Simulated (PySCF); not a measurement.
## Geometry relaxation, with input and output: NClO (charge +1) (part 2 of 2)

The same run, continued: NClO (nitrosyl chloride), charge +1, multiplicity 2; HF/6-31G*, UHF (PySCF 2.14.0). The atoms were displaced at random from an optimised geometry. The geometry is that of the parent species in another charge or spin state.

The program's output, continued:
```
--------------- SecondOrderUHF_Scanner gradients ---------------
         x                y                z
0 O    -0.0003651099     0.0000776578    -0.0002002779
1 N     0.0003230425    -0.0001326175     0.0001693968
2 Cl     0.0000420674     0.0000549597     0.0000308811
----------------------------------------------
cycle 13: E = -588.360643727  dE = -1.93802e-06  norm(grad) = 0.000579509
Step   12 : Displace = 3.494e-03/4.633e-03 (rms/max) Trust = 3.000e-01 (=) Grad = 3.346e-04/4.236e-04 (rms/max) E (change) = -588.3606437270 (-1.938e-06) Quality = 1.583
Hessian Eigenvalues: 7.41614e-03 4.80468e-02 5.00000e-02 ... 5.00000e-02 5.00015e-02 3.55497e+00

Geometry optimization cycle 14
Cartesian coordinates (Angstrom)
 Atom        New coordinates             dX        dY        dZ
   O   1.182727  -0.541925   0.619243    0.003998 -0.004946  0.001693
   N   0.357167  -0.907006   0.100353    0.000972  0.003022  0.000928
  Cl  -1.498122   1.431700  -0.679906   -0.004970  0.001924 -0.002620
converged SCF energy = -588.360646817044  <S^2> = 0.75542305  2S+1 = 2.0054157
--------------- SecondOrderUHF_Scanner gradients ---------------
         x                y                z
0 O    -0.0004830347    -0.0000853946    -0.0002879427
1 N     0.0004990600     0.0000082239     0.0002877242
2 Cl    -0.0000160253     0.0000771707     0.0000002185
----------------------------------------------
cycle 14: E = -588.360646817  dE = -3.09007e-06  norm(grad) = 0.00081342
Step   13 : Displace = 5.429e-03/6.837e-03 (rms/max) Trust = 3.000e-01 (=) Grad = 4.696e-04/5.761e-04 (rms/max) E (change) = -588.3606468170 (-3.090e-06) Quality = 1.417
Hessian Eigenvalues: 9.83725e-03 2.10558e-02 5.00000e-02 ... 5.00000e-02 5.00002e-02 3.53925e+00

Geometry optimization cycle 15
Cartesian coordinates (Angstrom)
 Atom        New coordinates             dX        dY        dZ
   O   1.185427  -0.545793   0.620322    0.002700 -0.003868  0.001079
   N   0.356538  -0.902181   0.100581   -0.000629  0.004825  0.000228
  Cl  -1.500193   1.430744  -0.681212   -0.002071 -0.000957 -0.001307
converged SCF energy = -588.360648745806  <S^2> = 0.75542868  2S+1 = 2.0054213
--------------- SecondOrderUHF_Scanner gradients ---------------
         x                y                z
0 O    -0.0003170934    -0.0001099409    -0.0001956042
1 N     0.0003486825     0.0000584945     0.0002074692
2 Cl    -0.0000315891     0.0000514464    -0.0000118651
----------------------------------------------
cycle 15: E = -588.360648746  dE = -1.92876e-06  norm(grad) = 0.00056809
Step   14 : Displace = 4.204e-03/5.125e-03 (rms/max) Trust = 3.000e-01 (=) Grad = 3.280e-04/4.099e-04 (rms/max) E (change) = -588.3606487458 (-1.929e-06) Quality = 1.311
Hessian Eigenvalues: 7.10125e-03 2.06367e-02 5.00000e-02 ... 5.00000e-02 5.00002e-02 3.44806e+00

Geometry optimization cycle 16
Cartesian coordinates (Angstrom)
 Atom        New coordinates             dX        dY        dZ
   O   1.185748  -0.546681   0.620398    0.000321 -0.000888  0.000076
   N   0.355382  -0.899289   0.100270   -0.001156  0.002892 -0.000311
  Cl  -1.499358   1.428740  -0.680977    0.000835 -0.002003  0.000235
converged SCF energy = -588.360649250442  <S^2> = 0.75543502  2S+1 = 2.0054277
--------------- SecondOrderUHF_Scanner gradients ---------------
         x                y                z
0 O    -0.0000889911    -0.0000461732    -0.0000567666
1 N     0.0001033837     0.0000319384     0.0000632968
2 Cl    -0.0000143926     0.0000142348    -0.0000065302
----------------------------------------------
cycle 16: E = -588.36064925  dE = -5.04636e-07  norm(grad) = 0.000171584
Step   15 : Displace = 2.259e-03/3.135e-03 (rms/max) Trust = 3.000e-01 (=) Grad = 9.906e-05/1.254e-04 (rms/max) E (change) = -588.3606492504 (-5.046e-07) Quality = 1.180
Hessian Eigenvalues: 5.30026e-03 2.32444e-02 5.00000e-02 ... 5.00000e-02 5.00003e-02 3.37801e+00

Geometry optimization cycle 17
Cartesian coordinates (Angstrom)
 Atom        New coordinates             dX        dY        dZ
   O   1.185330  -0.546291   0.620205   -0.000418  0.000390 -0.000193
   N   0.354930  -0.898883   0.100060   -0.000452  0.000407 -0.000210
  Cl  -1.498488   1.427943  -0.680574    0.000870 -0.000797  0.000402
converged SCF energy = -588.360649297279  <S^2> = 0.75543691  2S+1 = 2.0054295
--------------- SecondOrderUHF_Scanner gradients ---------------
         x                y                z
0 O    -0.0000085390    -0.0000079494    -0.0000058767
1 N     0.0000109579     0.0000064123     0.0000070787
2 Cl    -0.0000024190     0.0000015371    -0.0000012020
----------------------------------------------
cycle 17: E = -588.360649297  dE = -4.68372e-08  norm(grad) = 1.9789e-05
```

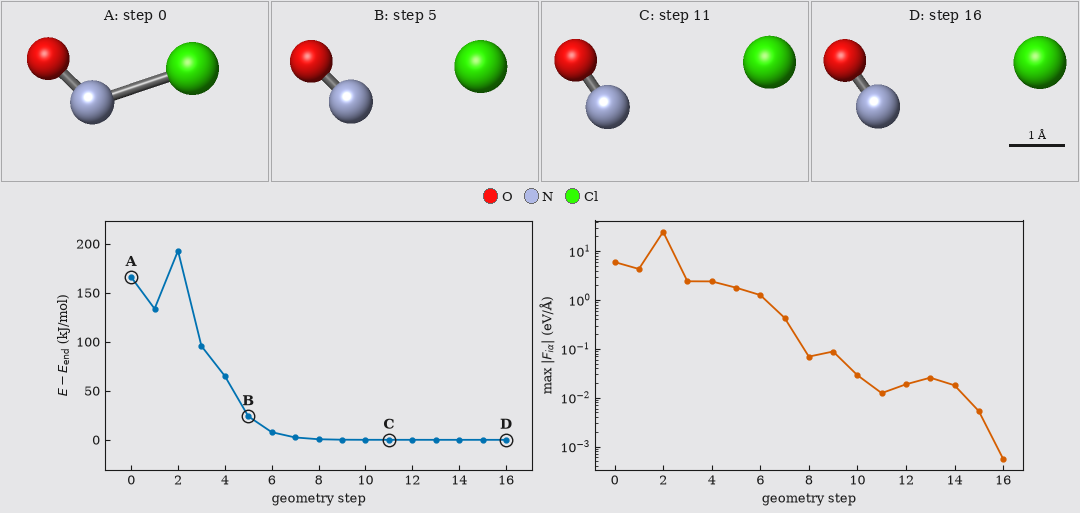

Figure 1. Frames of the relaxation (ball-and-stick view, seen on its broad side) above the curves, on which the letters mark them (steps are counted from 0).

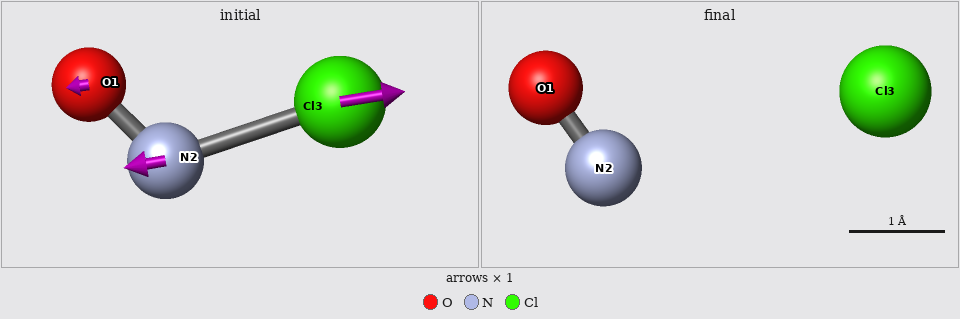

Figure 2. Before (left) and after (right) the relaxation, at one scale (ball-and-stick view, seen on its broad side). The pink arrows give the displacements, at true length. The atom that moves furthest after the best rigid fit is Cl3 (0.70 Å). By element the largest moves are Cl 0.70 Å, N 0.45 Å, O 0.25 Å. Distances before and after: N2–Cl3 1.938 → 3.075 Å, O1–N2 1.139 → 1.041 Å. Bonds break: N2–Cl3 (1.94 → 3.08 Å). After 16 geometry steps the energy has fallen by 166.1 kJ/mol. The largest force component goes from 6 to 0.00056 eV/Å. (Atoms are counted from 1 in the order of the input.)

```
Step   16 : Displace = 8.814e-04/1.246e-03 (rms/max) Trust = 3.000e-01 (=) Grad = 1.143e-05/1.454e-05 (rms/max) E (change) = -588.3606492973 (-4.684e-08) Quality = 1.143
Hessian Eigenvalues: 5.30026e-03 2.32444e-02 5.00000e-02 ... 5.00000e-02 5.00003e-02 3.37801e+00
Converged! =D

converged: True
O           1.18532951       -0.54629094        0.62020514
N           0.35493024       -0.89888254        0.10006018
Cl         -1.49848775        1.42794349       -0.68057432

WARN: HOMO -0.427434622086736 >= LUMO -0.427434622086736

converged SCF energy = -588.360649297307  <S^2> = 0.755437  2S+1 = 2.0054296
E(HF) = -588.360649297
frequencies (1/cm) [  87.8  148.1 2840.8]
temperature 298.1500 [K]
pressure 101325.00 [Pa]
Rotational constants [GHz] 83.46975 2.80367 2.71256
Symmetry number 1
Zero-point energy (ZPE) 0.00701 [Eh]   18402.824 [J/mol]
                           tot       elec      trans        rot        vib
Entropy [J/mol/K]       292.786      5.763    160.895     99.334     26.794
Cv [J/mol/K]             41.106      0.000     12.472     12.472     16.162
Cp [J/mol/K]             49.420      0.000     20.786     12.472     16.162
Internal energy [J/mol]                      3718.434   3718.434  22091.107
Internal energy [Eh]   -588.34940  -588.36065
Enthalpy [J/mol]                             6197.391   3718.434  22091.107
Enthalpy [Eh]          -588.34846
Gibbs free energy [J/mol]                  -41773.356 -25898.087  14102.508
Gibbs free energy [Eh] -588.38171
```

Trajectory as extended XYZ (Å, eV, eV/Å), 17 frames, from step=0 to step=16:
```
3
Properties=species:S:1:pos:R:3:forces:R:3 step=0 energy=-16008.38750
O     1.0185   -0.3814    0.5445   -5.4133  -1.5854  -3.3037
N     0.0583   -0.5874   -0.0323    5.9619   1.1853   3.5700
Cl   -1.0350    0.9516   -0.4725   -0.5486   0.4001  -0.2663
3
Properties=species:S:1:pos:R:3:forces:R:3 step=1 energy=-16008.72292
O     1.0179   -0.4139    0.5402   -3.1812  -0.8885  -1.9362
N     0.0891   -0.5691   -0.0124    4.3069  -0.3208   2.4352
Cl   -1.0653    0.9657   -0.4881   -1.1257   1.2093  -0.4990
3
Properties=species:S:1:pos:R:3:forces:R:3 step=2 energy=-16008.10948
O     1.0328   -0.5248    0.5352   24.7647   1.0296  14.3536
N     0.2079   -0.5460    0.0587  -23.1647  -3.0799 -13.6848
Cl   -1.1989    1.0535   -0.5542   -1.6000   2.0503  -0.6688
3
Properties=species:S:1:pos:R:3:forces:R:3 step=3 energy=-16009.11709
O     1.0498   -0.4761    0.5509   -0.7830   0.2625  -0.4178
N     0.1390   -0.5611    0.0172    2.3358  -2.4093   1.0477
Cl   -1.1469    1.0200   -0.5284   -1.5528   2.1468  -0.6299
3
Properties=species:S:1:pos:R:3:forces:R:3 step=4 energy=-16009.43462
O     1.0669   -0.4911    0.5589    0.6694   0.5109   0.4470
N     0.1688   -0.5960    0.0301    0.6409  -2.3976   0.0753
Cl   -1.1940    1.0698   -0.5494   -1.3102   1.8867  -0.5223
3
Properties=species:S:1:pos:R:3:forces:R:3 step=5 energy=-16009.86029
O     1.0909   -0.4926    0.5725    1.7841   0.5734   1.0950
N     0.2199   -0.6943    0.0475   -1.1334  -1.4818  -0.8321
Cl   -1.2690    1.1697   -0.5803   -0.6507   0.9084  -0.2629
3
Properties=species:S:1:pos:R:3:forces:R:3 step=6 energy=-16010.02803
O     1.1145   -0.4974    0.5855    1.2594   0.4288   0.7759
N     0.2631   -0.7749    0.0624   -0.9628  -0.8151  -0.6527
Cl   -1.3358    1.2551   -0.6082   -0.2967   0.3863  -0.1233
3
Properties=species:S:1:pos:R:3:forces:R:3 step=7 energy=-16010.08368
O     1.1346   -0.5055    0.5961    0.4309   0.1464   0.2654
N     0.2949   -0.8290    0.0741   -0.2875  -0.3196  -0.2042
Cl   -1.3878    1.3174   -0.6305   -0.1434   0.1732  -0.0612
3
Properties=species:S:1:pos:R:3:forces:R:3 step=8 energy=-16010.10264
O     1.1523   -0.5156    0.6050    0.0047  -0.0239  -0.0002
N     0.3219   -0.8696    0.0847    0.0592  -0.0454   0.0285
Cl   -1.4325    1.3680   -0.6500   -0.0639   0.0693  -0.0283
3
Properties=species:S:1:pos:R:3:forces:R:3 step=9 energy=-16010.10759
O     1.1651   -0.5247    0.6112   -0.0615  -0.0502  -0.0415
N     0.3407   -0.8947    0.0924    0.0881   0.0266   0.0539
Cl   -1.4640    1.4021   -0.6639   -0.0266   0.0235  -0.0124
3
Properties=species:S:1:pos:R:3:forces:R:3 step=10 energy=-16010.10855
O     1.1729   -0.5311    0.6149   -0.0188  -0.0268  -0.0141
N     0.3512   -0.9070    0.0969    0.0289   0.0222   0.0193
Cl   -1.4824    1.4209   -0.6722   -0.0101   0.0047  -0.0052
3
Properties=species:S:1:pos:R:3:forces:R:3 step=11 energy=-16010.10868
O     1.1765   -0.5344    0.6166    0.0084  -0.0115   0.0034
N     0.3549   -0.9101    0.0987   -0.0038   0.0124  -0.0006
Cl   -1.4896    1.4274   -0.6755   -0.0046  -0.0009  -0.0028
3
Properties=species:S:1:pos:R:3:forces:R:3 step=12 energy=-16010.10873
O     1.1787   -0.5370    0.6176    0.0188  -0.0040   0.0103
N     0.3562   -0.9100    0.0994   -0.0166   0.0068  -0.0087
Cl   -1.4932    1.4298   -0.6773   -0.0022  -0.0028  -0.0016
3
Properties=species:S:1:pos:R:3:forces:R:3 step=13 energy=-16010.10881
O     1.1827   -0.5419    0.6192    0.0248   0.0044   0.0148
N     0.3572   -0.9070    0.1004   -0.0257  -0.0004  -0.0148
Cl   -1.4981    1.4317   -0.6799    0.0008  -0.0040   0.0000
3
Properties=species:S:1:pos:R:3:forces:R:3 step=14 energy=-16010.10886
O     1.1854   -0.5458    0.6203    0.0163   0.0057   0.0101
N     0.3565   -0.9022    0.1006   -0.0179  -0.0030  -0.0107
Cl   -1.5002    1.4307   -0.6812    0.0016  -0.0026   0.0006
3
Properties=species:S:1:pos:R:3:forces:R:3 step=15 energy=-16010.10888
O     1.1857   -0.5467    0.6204    0.0046   0.0024   0.0029
N     0.3554   -0.8993    0.1003   -0.0053  -0.0016  -0.0033
Cl   -1.4994    1.4287   -0.6810    0.0007  -0.0007   0.0003
3
Properties=species:S:1:pos:R:3:forces:R:3 step=16 energy=-16010.10888
O     1.1853   -0.5463    0.6202    0.0004   0.0004   0.0003
N     0.3549   -0.8989    0.1001   -0.0006  -0.0003  -0.0004
Cl   -1.4985    1.4279   -0.6806    0.0001  -0.0001   0.0001
```

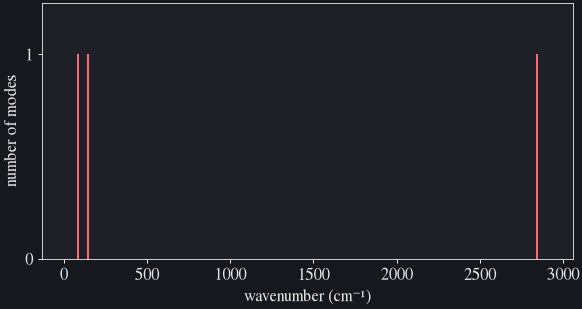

Figure 3. Harmonic vibrational wavenumbers from the force constants; neighbouring modes closer than 13 cm⁻¹ are counted in one stick. 3 modes from 88 to 2841 cm⁻¹, none imaginary.

The run was set up as follows.

Input (calc.py):
```python
import numpy
from pyscf import gto, symm
from pyscf.hessian import thermo
from pyscf.geomopt.geometric_solver import kernel as optimise

mol = gto.M(
    atom=[
    ('O', (1.018472, -0.381379, 0.544484)),
    ('N', (0.058332, -0.587417, -0.032300)),
    ('Cl', (-1.035032, 0.951566, -0.472493)),
],
    verbose=3,
    spin=1,
    basis='6-31g*',
    charge=1,
    max_memory=1860,
)

mf = mol.UHF()
mf.conv_tol = 1e-10
mf = mf.newton()
converged, mol_eq = optimise(mf, maxsteps=80)
print('converged:', converged)
print(mol_eq.tostring())

mf.reset(mol_eq)
mol = mol_eq
mf.kernel()
e_tot = mf.e_tot
print('E(%s) = %.9f' % ('HF', e_tot))
hess = mf.Hessian().kernel()
modes = thermo.harmonic_analysis(mol, hess)
print('frequencies (1/cm)', numpy.round(modes['freq_wavenumber'], 1))
symm.geom.TOLERANCE = 1e-3  # for the symmetry number
th = thermo.thermo(mf, modes['freq_au'], 298.15, 101325)
thermo.dump_thermo(mol, th)
```

Launch command:
```bash
OMP_NUM_THREADS=1 python calc.py
```

Summary:

```tsv
quantity	value
outcome	converged
total energy	−588.360649 hartree
basis functions	46
⟨S²⟩	0.755
zero-point energy	0.007009 hartree
wavenumbers, lowest and highest	88 and 2841 cm⁻¹
hardware	1 thread of Arm Neoverse V1, 24 GiB of memory available, shared host
wall time	26 s
peak memory	0.14 GiB
```

Remarks:

The record of the run, not the program, notes: dipole of an ion depends on the origin.
